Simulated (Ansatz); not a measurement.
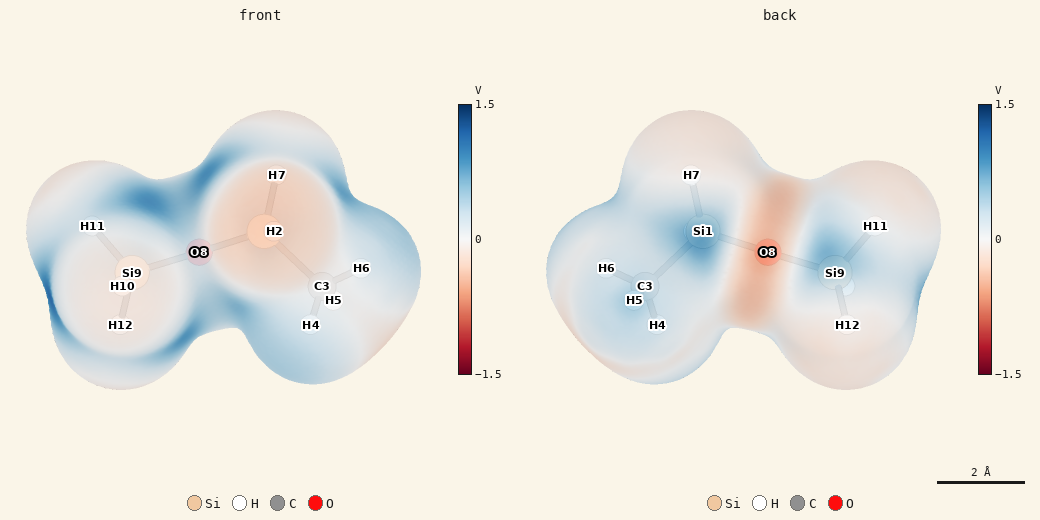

Figure 1: CH8OSi2. The molecular electrostatic potential painted on the density surface at 0.001 e/bohr³, seen from the front and from behind; the colour scale runs from red (negative) to blue (positive).

Not at a stationary point (largest force 1.4 eV/Å).

Level of theory: Ansatz 0.2.0, RHF/6-31G*.

```xyz
12

Si    0.1513    0.1373    0.4290
H     0.3817    0.3253    1.8500
C     1.9748   -0.0451    0.1459
H     2.3280   -0.8875    0.7353
H     2.3352   -0.1763   -0.8705
H     2.4412    0.8492    0.5544
H    -0.4552    1.3126   -0.2161
O    -0.7460   -1.1773    0.0736
Si   -1.6624   -2.4893    0.3923
H    -1.5937   -2.8260    1.8272
H    -3.0666   -2.2256    0.0317
H    -1.1707   -3.6325   -0.3945
```

### Where is the surface potential most negative and most positive?

The most negative region (about −0.5 V) lies over O8, the most positive (about +1.1 V) over Si9.
